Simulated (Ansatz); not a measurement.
# CH₄BInOSi: up Jacob's ladder to CCSD(T)

How much do the methods differ for CH₄BInOSi? The plan is to run it at one geometry with functionals of several rungs and with coupled cluster, and see how far each lands from CCSD(T) at the basis-set limit for the atomisation energy.

Method: functionals in def2-TZVPP, the program's frozen cores in correlated methods; program: Ansatz 0.2.0, Gaussian basis.

Levels to be run: LDA (SPW92), PBE-D4, revPBE-D4, BLYP-D4, r2SCAN-D4, B97M-V, PBE0-D4, B3LYP-D4, r2SCANh-D4, r2SCAN0-D4, HSE06-D4, BHLYP-D4, CAM-B3LYP-D4, LC-ωPBE, ωB97X-V, ωB97M-V, B2PLYP, PBE-QIDH; CCSD(T)/def2-SVP; CCSD(T)/def2-TZVPP; MP2/def2-QZVPP; extrapolation to the limit; RPA on PBE.

## 1. Structure used throughout

The geometry comes from an earlier relaxation with PBE0-D4 in a triple-zeta def2 set; it is a stationary point, not always the lowest conformer. In takes the def2 core potential; no spin-orbit term is included.

9 atoms, charge 0, spin multiplicity 1.

Atoms are counted from 1 here; the program's logs count them from 0.

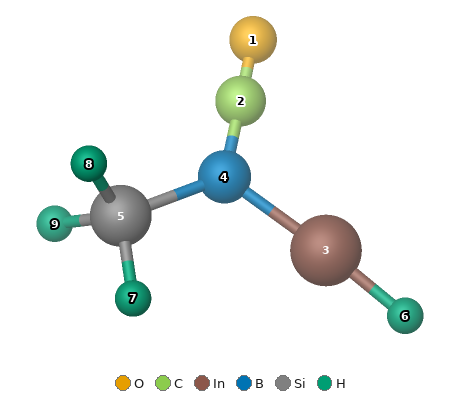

The geometry (oxygen amber, carbon green, indium brown, boron blue, silicon grey, hydrogen teal); atoms are numbered from 1 in the order of the file.

## 2. LDA

This LDA is Slater exchange with PW92 correlation.

Contents of in.yaml:

```yaml
crystal:
  periodic: [false, false, false]
  atoms:
    - {symbol: O, position_ang: [1.304114, -2.779400, -0.214778]}
    - {symbol: C, position_ang: [0.899716, -1.702607, -0.107473]}
    - {symbol: In, position_ang: [1.832483, 0.985846, 0.616020]}
    - {symbol: B, position_ang: [0.388057, -0.371395, 0.022334]}
    - {symbol: Si, position_ang: [-1.454507, 0.262256, -0.292780]}
    - {symbol: H, position_ang: [2.934754, 2.182641, 1.099118]}
    - {symbol: H, position_ang: [-1.517088, 1.734065, -0.035931]}
    - {symbol: H, position_ang: [-1.924075, 0.056252, -1.692857]}
    - {symbol: H, position_ang: [-2.463462, -0.367647, 0.606347]}
basis:
  gaussian: {orbitals: def2-TZVPP}
hamiltonian: {xc: lda}
output: {orbitals: {seedname: orbitals}}
```

Started as:

```
ansatz run in.yaml --threads 4 --pin off --events-out ev --progress --plain --max-ram 10444MiB
```

Output:

```text
Functional definition: SPW92
  name "SPW92"
  cite "Dirac, Proc. Camb. Phil. Soc. 26, 376 (1930) doi:10.1017/S0305004100016108"
  cite "Slater, Phys. Rev. 81, 385 (1951) doi:10.1103/PhysRev.81.385"
  cite "Perdew & Wang, Phys. Rev. B 45, 13244 (1992) doi:10.1103/PhysRevB.45.13244"
  exchange = slater_x
  correlation = pw_c
1412 factors; their error is unknown
mean field evaluation 1: about -16792.3381 eV, gradient 6.8e1 eV
mean field evaluation 2: about -16683.7629 eV, gradient 1.7e2 eV
mean field evaluation 4: about -16803.3436 eV, gradient 2.2e1 eV
mean field evaluation 8: about -16805.2708 eV, gradient 5.8e-1 eV
mean field evaluation 16: about -16805.2482 eV, gradient 3.5e-4 eV
mean field -16805.24819711 eV, -617.5814802375 hartree, gradient 4.3e-5 eV, S^2 0.000000; 0 other end points of the search recorded, 0 dependent functions left out
reference -16805.24825206 eV, -617.5814822568 hartree; 29, 29 occupied and 212, 212 virtual orbitals, 1412 factors
Total energy: -16805.24825206 eV, -617.5814822568 hartree
```

It took 0.55 s on 4 threads of AMD EPYC 9R45, shared host; peak memory 0.33 GiB.

Atomisation energy: 3505.6 kJ/mol (free atoms -16768.915 eV, run apart). HOMO -5.01 eV, LUMO -3.23 eV.

## 3. PBE-D4 (GGA)

Edit in.yaml of step 2 so:

```diff
@@ -14,3 +14,3 @@
   gaussian: {orbitals: def2-TZVPP}
-hamiltonian: {xc: lda}
-output: {orbitals: {seedname: orbitals}}
+hamiltonian: {xc: pbe, dispersion: d4}
+output: {forces: true, orbitals: {seedname: orbitals}}
```

The command is unchanged.

Output, shortened:

```text
Functional definition: PBE
  name "PBE"
  cite "Perdew, Burke & Ernzerhof, Phys. Rev. Lett. 77, 3865 (1996) doi:10.1103/PhysRevLett.77.3865"
  parent pbe
[...]
1412 factors; their error is unknown
[...]
mean field -16869.12776698 eV, -619.9290111309 hartree, gradient 1.0e-5 eV, S^2 0.000000; 0 other end points of the search recorded, 0 dependent functions left out
[...]
reference -16869.12782600 eV, -619.9290133001 hartree; 29, 29 occupied and 212, 212 virtual orbitals, 1412 factors
Total energy: -16869.36277041 eV, -619.9376473477 hartree
Atom 0 at     1.304114    -2.779400    -0.214778 Å, force     0.530025    -1.461377    -0.149903 eV/Å
Atom 1 at     0.899716    -1.702607    -0.107473 Å, force    -0.440685     1.223304     0.126414 eV/Å
Atom 2 at     1.832483     0.985846     0.616020 Å, force     0.010371     0.039936     0.009840 eV/Å
Atom 3 at     0.388057    -0.371395     0.022334 Å, force    -0.097645     0.026398    -0.018021 eV/Å
Atom 4 at    -1.454507     0.262256    -0.292780 Å, force     0.062742     0.029655     0.020367 eV/Å
Atom 5 at     2.934754     2.182641     1.099118 Å, force     0.088080     0.099828     0.039389 eV/Å
Atom 6 at    -1.517088     1.734065    -0.035931 Å, force    -0.015866     0.134076     0.021147 eV/Å
Atom 7 at    -1.924075     0.056252    -1.692857 Å, force    -0.041003    -0.024185    -0.141880 eV/Å
Atom 8 at    -2.463462    -0.367647     0.606347 Å, force    -0.096019    -0.067635     0.092646 eV/Å
Dipole moment:     0.505671     0.491882     0.211143 e Å
```

It took 1 s on 4 threads of AMD EPYC 9R45, shared host; peak memory 0.33 GiB.

With the free atoms at this level, -16837.166 eV in sum, the atomisation energy is 3106.5 kJ/mol. HOMO -4.82 eV, LUMO -2.96 eV.

## 4. revPBE-D4 (GGA)

Edit in.yaml of step 3 so:

```diff
@@ -14,3 +14,3 @@
   gaussian: {orbitals: def2-TZVPP}
-hamiltonian: {xc: pbe, dispersion: d4}
-output: {forces: true, orbitals: {seedname: orbitals}}
+hamiltonian: {xc: {name: revPBE}, dispersion: d4}
+output: {orbitals: {seedname: orbitals}}
```

Same command.

Output:

```text
Functional definition: revPBE
  name "revPBE"
  cite "Zhang & Yang, Phys. Rev. Lett. 80, 890 (1998) doi:10.1103/PhysRevLett.80.890"
  cite "Perdew, Burke & Ernzerhof, Phys. Rev. Lett. 77, 3865 (1996) doi:10.1103/PhysRevLett.77.3865"
  parameter kappa = 1.245
  parameter beta = 0.06672455060314922
  exchange = pbe_x(kappa = kappa, mu = beta*pi^2/3)
  correlation = pbe_c(beta = beta)
1412 factors; their error is unknown
mean field evaluation 1: about -16864.6573 eV, gradient 6.4e1 eV
mean field evaluation 2: about -16762.9559 eV, gradient 1.6e2 eV
mean field evaluation 4: about -16875.2024 eV, gradient 1.9e1 eV
mean field evaluation 8: about -16876.5519 eV, gradient 4.3e-1 eV
mean field evaluation 16: about -16876.5276 eV, gradient 4.7e-4 eV
mean field -16876.52756101 eV, -620.2009485458 hartree, gradient 5.3e-5 eV, S^2 0.000000; 0 other end points of the search recorded, 0 dependent functions left out
reference -16876.52763489 eV, -620.2009512611 hartree; 29, 29 occupied and 212, 212 virtual orbitals, 1412 factors
Total energy: -16877.12465996 eV, -620.2228915276 hartree
```

It took 0.8 s on 4 threads of AMD EPYC 9R45, shared host; peak memory 0.33 GiB.

With the free atoms at this level, -16845.812 eV in sum, the atomisation energy is 3021.3 kJ/mol. HOMO -4.74 eV, LUMO -2.83 eV.

## 5. BLYP-D4 (GGA)

Edit in.yaml of step 4 so:

```diff
@@ -14,3 +14,3 @@
   gaussian: {orbitals: def2-TZVPP}
-hamiltonian: {xc: {name: revPBE}, dispersion: d4}
+hamiltonian: {xc: {name: BLYP}, dispersion: d4}
 output: {orbitals: {seedname: orbitals}}
```

The command is unchanged.

Output:

```text
Functional definition: BLYP
  name "BLYP"
  cite "Becke, Phys. Rev. A 38, 3098 (1988) doi:10.1103/PhysRevA.38.3098"
  cite "Lee, Yang & Parr, Phys. Rev. B 37, 785 (1988) doi:10.1103/PhysRevB.37.785"
  parameter beta = 0.0042
  parameter a = 0.04918
  parameter b = 0.132
  parameter c = 0.2533
  parameter d = 0.349
  exchange = b88_x(beta = beta)
  correlation = lyp_c(a = a, b = b, c = c, d = d)
1412 factors; their error is unknown
mean field evaluation 1: about -16862.1588 eV, gradient 6.9e1 eV
mean field evaluation 2: about -16746.2198 eV, gradient 1.8e2 eV
mean field evaluation 4: about -16872.6962 eV, gradient 3.0e1 eV
mean field evaluation 8: about -16875.5334 eV, gradient 4.9e-1 eV
mean field evaluation 16: about -16875.5099 eV, gradient 2.8e-4 eV
mean field -16875.50990729 eV, -620.1635504614 hartree, gradient 5.9e-5 eV, S^2 0.000000; 0 other end points of the search recorded, 0 dependent functions left out
reference -16875.51032849 eV, -620.1635659403 hartree; 29, 29 occupied and 212, 212 virtual orbitals, 1412 factors
Total energy: -16876.01030977 eV, -620.1819399135 hartree
```

It took 0.8 s on 4 threads of AMD EPYC 9R45, shared host; peak memory 0.33 GiB.

Atomisation energy: 3019.8 kJ/mol (free atoms -16844.712 eV, run apart). HOMO -4.68 eV, LUMO -2.90 eV.

## 6. r2SCAN-D4 (meta-GGA)

Edit in.yaml of step 5 so:

```diff
@@ -14,3 +14,3 @@
   gaussian: {orbitals: def2-TZVPP}
-hamiltonian: {xc: {name: BLYP}, dispersion: d4}
-output: {orbitals: {seedname: orbitals}}
+hamiltonian: {xc: r2scan, dispersion: d4}
+output: {forces: true, orbitals: {seedname: orbitals}}
```

Same command.

Output, shortened:

```text
Functional definition: r2SCAN
  name "r2SCAN"
  cite "Furness, Kaplan, Ning, Perdew & Sun, J. Phys. Chem. Lett. 11, 8208 (2020) doi:10.1021/acs.jpclett.0c02405"
  cite "Furness, Kaplan, Ning, Perdew & Sun, J. Phys. Chem. Lett. 11, 9248 (2020) doi:10.1021/acs.jpclett.0c03077"
  parent r2scan
[...]
1412 factors; their error is unknown
[...]
mean field -16876.83654642 eV, -620.2123035504 hartree, gradient 8.0e-5 eV, S^2 0.000000; 0 other end points of the search recorded, 0 dependent functions left out
[...]
reference -16876.83656466 eV, -620.2123042204 hartree; 29, 29 occupied and 212, 212 virtual orbitals, 1412 factors
Total energy: -16876.89115871 eV, -620.2143105150 hartree
Atom 0 at     1.304114    -2.779400    -0.214778 Å, force     0.207162    -0.576060    -0.059419 eV/Å
Atom 1 at     0.899716    -1.702607    -0.107473 Å, force    -0.181501     0.558841     0.062452 eV/Å
Atom 2 at     1.832483     0.985846     0.616020 Å, force     0.017802     0.037103     0.011023 eV/Å
Atom 3 at     0.388057    -0.371395     0.022334 Å, force     0.000999    -0.019236    -0.003517 eV/Å
Atom 4 at    -1.454507     0.262256    -0.292780 Å, force    -0.031720     0.063785     0.004443 eV/Å
Atom 5 at     2.934754     2.182641     1.099118 Å, force    -0.040414    -0.037425    -0.016508 eV/Å
Atom 6 at    -1.517088     1.734065    -0.035931 Å, force    -0.001503    -0.032570    -0.006188 eV/Å
Atom 7 at    -1.924075     0.056252    -1.692857 Å, force     0.009829    -0.000851     0.024110 eV/Å
Atom 8 at    -2.463462    -0.367647     0.606347 Å, force     0.019345     0.006412    -0.016396 eV/Å
Dipole moment:     0.519768     0.520971     0.219917 e Å
```

Wall time 1.6 s (4 threads of AMD EPYC 9R45, shared host); peak memory 0.36 GiB.

With the free atoms at this level, -16845.229 eV in sum, the atomisation energy is 3055.0 kJ/mol. HOMO -4.96 eV, LUMO -2.74 eV.

## 7. B97M-V (meta-GGA)

Edit in.yaml of step 6 so:

```diff
@@ -14,3 +14,3 @@
   gaussian: {orbitals: def2-TZVPP}
-hamiltonian: {xc: r2scan, dispersion: d4}
-output: {forces: true, orbitals: {seedname: orbitals}}
+hamiltonian: {xc: {name: B97M-V}}
+output: {orbitals: {seedname: orbitals}}
```

Launched as before.

Output, shortened:

```text
Functional definition: B97M-V
  name "B97M-V"
  cite "Mardirossian & Head-Gordon, J. Chem. Phys. 142, 074111 (2015) doi:10.1063/1.4907719"
  cite "Becke, J. Chem. Phys. 107, 8554 (1997) doi:10.1063/1.475007"
  cite "Vydrov & Van Voorhis, J. Chem. Phys. 133, 244103 (2010) doi:10.1063/1.3521275"
  # Of w^i u^j: cxij and so on, Table III.
[...]
  gx(w, u) = cx00 + cx01*u + cx02*u^2 + (cx10 + cx11*u)*w
  gss(w, u) = css00 + css02*u^2 + css10*w + (css32*w^3 + css42*w^4)*u^2
  gos(w, u) = cos00 + cos01*u + cos03*u^3 + cos10*w + cos32*w^3*u^2
[...]
      + integral(e_c_pw_mod_opposite_spin*gos(b97_w_opposite, b97_u_opposite)) + vv10(b, c)
1412 factors; their error is unknown
[...]
mean field -16875.53300491 eV, -620.1643992833 hartree, gradient 2.1e-5 eV, S^2 0.000000; 0 other end points of the search recorded, 0 dependent functions left out
reference -16875.53309109 eV, -620.1644024505 hartree; 29, 29 occupied and 212, 212 virtual orbitals, 1412 factors
Total energy: -16875.53309109 eV, -620.1644024505 hartree
```

Run time: 2.6 s. Hardware: 4 threads of AMD EPYC 9R45, shared host; peak memory 0.43 GiB.

With the free atoms at this level, -16843.898 eV in sum, the atomisation energy is 3052.4 kJ/mol. HOMO -4.97 eV, LUMO -2.98 eV.

## 8. PBE0-D4 (hybrid)

Edit in.yaml of step 7 so:

```diff
@@ -14,3 +14,3 @@
   gaussian: {orbitals: def2-TZVPP}
-hamiltonian: {xc: {name: B97M-V}}
+hamiltonian: {xc: pbe0, dispersion: d4}
 output: {orbitals: {seedname: orbitals}}
```

The command is unchanged.

Output:

```text
Functional definition: PBE0
  name "PBE0"
  cite "Adamo & Barone, J. Chem. Phys. 110, 6158 (1999) doi:10.1063/1.478522"
  cite "Perdew, Burke & Ernzerhof, Phys. Rev. Lett. 77, 3865 (1996) doi:10.1103/PhysRevLett.77.3865"
  parent pbe
  parameter a = 0.25
  parameter kappa = 0.804
  parameter beta = 0.06672455060314922
  exchange = (1 - a)*pbe_x(kappa = kappa, mu = beta*pi^2/3) + a*exact_x
  correlation = pbe_c(beta = beta)
1508 factors; their error is unknown
mean field evaluation 1: about -16861.7199 eV, gradient 5.3e1 eV
mean field evaluation 2: about -16827.2792 eV, gradient 1.1e2 eV
mean field evaluation 4: about -16869.6483 eV, gradient 5.1e0 eV
mean field evaluation 8: about -16869.7260 eV, gradient 1.3e-1 eV
mean field evaluation 16: about -16869.7978 eV, gradient 1.4e-4 eV
mean field -16869.79783356 eV, -619.9536356236 hartree, gradient 3.3e-5 eV, S^2 0.000000; 0 other end points of the search recorded, 0 dependent functions left out
reference -16869.79787697 eV, -619.9536372190 hartree; 29, 29 occupied and 212, 212 virtual orbitals, 1508 factors
Total energy: -16869.99962393 eV, -619.9610512828 hartree
```

Run time: 1.1 s. Hardware: 4 threads of AMD EPYC 9R45, shared host; peak memory 0.64 GiB.

With the free atoms at this level, -16838.674 eV in sum, the atomisation energy is 3022.5 kJ/mol. HOMO -5.63 eV, LUMO -2.27 eV.

## 9. B3LYP-D4 (hybrid)

B3LYP here takes the VWN-RPA correlation.

Edit in.yaml of step 8 so:

```diff
@@ -14,3 +14,3 @@
   gaussian: {orbitals: def2-TZVPP}
-hamiltonian: {xc: pbe0, dispersion: d4}
-output: {orbitals: {seedname: orbitals}}
+hamiltonian: {xc: {name: B3LYP}, dispersion: d4}
+output: {forces: true, orbitals: {seedname: orbitals}}
```

The command is unchanged.

Output, shortened:

```text
Functional definition: B3LYP
  name "B3LYP"
  cite "Stephens, Devlin, Chabalowski & Frisch, J. Phys. Chem. 98, 11623 (1994) doi:10.1021/j100096a001"
  cite "Becke, Phys. Rev. A 38, 3098 (1988) doi:10.1103/PhysRevA.38.3098"
  cite "Lee, Yang & Parr, Phys. Rev. B 37, 785 (1988) doi:10.1103/PhysRevB.37.785"
  cite "Vosko, Wilk & Nusair, Can. J. Phys. 58, 1200 (1980) doi:10.1139/p80-159"
[...]
1492 factors; their error is unknown
[...]
mean field -16880.21478265 eV, -620.3364514419 hartree, gradient 5.4e-5 eV, S^2 0.000000; 0 other end points of the search recorded, 0 dependent functions left out
[...]
reference -16880.21509893 eV, -620.3364630649 hartree; 29, 29 occupied and 212, 212 virtual orbitals, 1492 factors
Total energy: -16880.60011896 eV, -620.3506122902 hartree
Atom 0 at     1.304114    -2.779400    -0.214778 Å, force     0.111145    -0.306015    -0.031224 eV/Å
Atom 1 at     0.899716    -1.702607    -0.107473 Å, force    -0.140759     0.297387     0.022871 eV/Å
Atom 2 at     1.832483     0.985846     0.616020 Å, force     0.128889     0.113958     0.051624 eV/Å
Atom 3 at     0.388057    -0.371395     0.022334 Å, force    -0.080161    -0.170479    -0.050968 eV/Å
Atom 4 at    -1.454507     0.262256    -0.292780 Å, force    -0.161692     0.055624    -0.027703 eV/Å
Atom 5 at     2.934754     2.182641     1.099118 Å, force     0.049619     0.058473     0.022595 eV/Å
Atom 6 at    -1.517088     1.734065    -0.035931 Å, force     0.004656    -0.090896    -0.015515 eV/Å
Atom 7 at    -1.924075     0.056252    -1.692857 Å, force     0.027633     0.008116     0.084403 eV/Å
Atom 8 at    -2.463462    -0.367647     0.606347 Å, force     0.060670     0.033831    -0.056083 eV/Å
Dipole moment:     0.522343     0.526859     0.221640 e Å
```

It took 1.8 s on 4 threads of AMD EPYC 9R45, shared host; peak memory 0.72 GiB.

With the free atoms at this level, -16849.481 eV in sum, the atomisation energy is 3002.5 kJ/mol. HOMO -5.49 eV, LUMO -2.52 eV.

## 10. r2SCANh-D4 (hybrid)

Edit in.yaml of step 9 so:

```diff
@@ -14,3 +14,3 @@
   gaussian: {orbitals: def2-TZVPP}
-hamiltonian: {xc: {name: B3LYP}, dispersion: d4}
-output: {forces: true, orbitals: {seedname: orbitals}}
+hamiltonian: {xc: {name: r2SCANh}, dispersion: d4}
+output: {orbitals: {seedname: orbitals}}
```

Launched as before.

Output, shortened:

```text
Functional definition: r2SCANh
  name "r2SCANh"
  cite "Bursch, Neugebauer, Ehlert & Grimme, J. Chem. Phys. 156, 134105 (2022) doi:10.1063/5.0086040"
  cite "Furness, Kaplan, Ning, Perdew & Sun, J. Phys. Chem. Lett. 11, 8208 (2020) doi:10.1021/acs.jpclett.0c02405"
  cite "Furness, Kaplan, Ning, Perdew & Sun, J. Phys. Chem. Lett. 11, 9248 (2020) doi:10.1021/acs.jpclett.0c03077"
  parent r2scan
[...]
1412 factors; their error is unknown
[...]
mean field -16876.11939948 eV, -620.1859488864 hartree, gradient 2.0e-5 eV, S^2 0.000000; 0 other end points of the search recorded, 0 dependent functions left out
reference -16876.11941619 eV, -620.1859495004 hartree; 29, 29 occupied and 212, 212 virtual orbitals, 1412 factors
Total energy: -16876.17949167 eV, -620.1881572334 hartree
```

Wall time 1.8 s (4 threads of AMD EPYC 9R45, shared host); peak memory 0.66 GiB.

With the free atoms at this level, -16844.857 eV in sum, the atomisation energy is 3022.2 kJ/mol. HOMO -5.27 eV, LUMO -2.49 eV.

## 11. r2SCAN0-D4 (hybrid)

Edit in.yaml of step 10 so:

```diff
@@ -14,3 +14,3 @@
   gaussian: {orbitals: def2-TZVPP}
-hamiltonian: {xc: {name: r2SCANh}, dispersion: d4}
+hamiltonian: {xc: {name: r2SCAN0}, dispersion: d4}
 output: {orbitals: {seedname: orbitals}}
```

The command is unchanged.

Output, shortened:

```text
Functional definition: r2SCAN0
  name "r2SCAN0"
  cite "Bursch, Neugebauer, Ehlert & Grimme, J. Chem. Phys. 156, 134105 (2022) doi:10.1063/5.0086040"
  cite "Furness, Kaplan, Ning, Perdew & Sun, J. Phys. Chem. Lett. 11, 8208 (2020) doi:10.1021/acs.jpclett.0c02405"
  cite "Furness, Kaplan, Ning, Perdew & Sun, J. Phys. Chem. Lett. 11, 9248 (2020) doi:10.1021/acs.jpclett.0c03077"
  parent r2scan
[...]
1508 factors; their error is unknown
[...]
mean field -16875.08940835 eV, -620.1480974104 hartree, gradient 3.5e-5 eV, S^2 0.000000; 0 other end points of the search recorded, 0 dependent functions left out
reference -16875.08942280 eV, -620.1480979413 hartree; 29, 29 occupied and 212, 212 virtual orbitals, 1508 factors
Total energy: -16875.15669077 eV, -620.1505699936 hartree
```

It took 1.7 s on 4 threads of AMD EPYC 9R45, shared host; peak memory 0.68 GiB.

Atomisation energy: 2975.5 kJ/mol (free atoms -16844.318 eV, run apart). HOMO -5.75 eV, LUMO -2.14 eV.

## 12. HSE06-D4 (hybrid)

HSE06 is the plane-wave form, built on full-range PBE exchange.

Edit in.yaml of step 11 so:

```diff
@@ -14,3 +14,3 @@
   gaussian: {orbitals: def2-TZVPP}
-hamiltonian: {xc: {name: r2SCAN0}, dispersion: d4}
+hamiltonian: {xc: hse06, dispersion: d4}
 output: {orbitals: {seedname: orbitals}}
```

The command is unchanged.

Output, shortened:

```text
Functional definition: HSE06
  name "HSE06"
  cite "Heyd, Scuseria & Ernzerhof, J. Chem. Phys. 118, 8207 (2003) doi:10.1063/1.1564060"
  cite "Krukau, Vydrov, Izmaylov & Scuseria, J. Chem. Phys. 125, 224106 (2006) doi:10.1063/1.2404663"
  cite "Heyd & Scuseria, J. Chem. Phys. 120, 7274 (2004) doi:10.1063/1.1668634"
  cite "Ernzerhof & Perdew, J. Chem. Phys. 109, 3313 (1998) doi:10.1063/1.476928"
  cite "Perdew, Burke & Ernzerhof, Phys. Rev. Lett. 77, 3865 (1996) doi:10.1103/PhysRevLett.77.3865"
  parent pbe
[...]
  # The whole range is PBE's own exchange, as in plane waves. The composition of these papers is wPBEh.
[...]
1508 factors; their error is unknown
118 factors; integrals over basis functions are off by at most 6.9e-7 eV
[...]
mean field -16869.39662920 eV, -619.9388916352 hartree, gradient 3.2e-5 eV, S^2 0.000000; 0 other end points of the search recorded, 0 dependent functions left out
reference -16869.39668701 eV, -619.9388937597 hartree; 29, 29 occupied and 212, 212 virtual orbitals, 1508 factors
Total energy: -16869.58846511 eV, -619.9459414752 hartree
```

It took 1.3 s on 4 threads of AMD EPYC 9R45, shared host; peak memory 0.68 GiB.

With the free atoms at this level, -16838.225 eV in sum, the atomisation energy is 3026.1 kJ/mol. HOMO -5.25 eV, LUMO -2.62 eV.

## 13. BHLYP-D4 (hybrid)

Edit in.yaml of step 12 so:

```diff
@@ -14,3 +14,3 @@
   gaussian: {orbitals: def2-TZVPP}
-hamiltonian: {xc: hse06, dispersion: d4}
+hamiltonian: {xc: {name: BHLYP}, dispersion: d4}
 output: {orbitals: {seedname: orbitals}}
```

Launched as before.

Output:

```text
Functional definition: BHLYP
  name "BHLYP"
  cite "Becke, J. Chem. Phys. 98, 1372 (1993) doi:10.1063/1.464304"
  cite "Becke, Phys. Rev. A 38, 3098 (1988) doi:10.1103/PhysRevA.38.3098"
  cite "Lee, Yang & Parr, Phys. Rev. B 37, 785 (1988) doi:10.1103/PhysRevB.37.785"
  parameter a = 0.5
  exchange = (1 - a)*b88_x + a*exact_x
  correlation = lyp_c
1678 factors; their error is unknown
mean field evaluation 1: about -16866.7633 eV, gradient 4.7e1 eV
mean field evaluation 2: about -16855.3910 eV, gradient 7.5e1 eV
mean field evaluation 4: about -16872.9548 eV, gradient 2.4e0 eV
mean field evaluation 8: about -16872.9699 eV, gradient 1.2e-1 eV
mean field evaluation 16: about -16873.1388 eV, gradient 3.3e-4 eV
mean field -16873.13875403 eV, -620.0764121863 hartree, gradient 2.6e-5 eV, S^2 0.000000; 0 other end points of the search recorded, 0 dependent functions left out
reference -16873.13896585 eV, -620.0764199706 hartree; 29, 29 occupied and 212, 212 virtual orbitals, 1678 factors
Total energy: -16873.48492775 eV, -620.0891338359 hartree
```

It took 1.4 s on 4 threads of AMD EPYC 9R45, shared host; peak memory 0.67 GiB.

Atomisation energy: 2886.2 kJ/mol (free atoms -16843.572 eV, run apart). HOMO -6.34 eV, LUMO -1.62 eV.

[end of part 1 of 2]
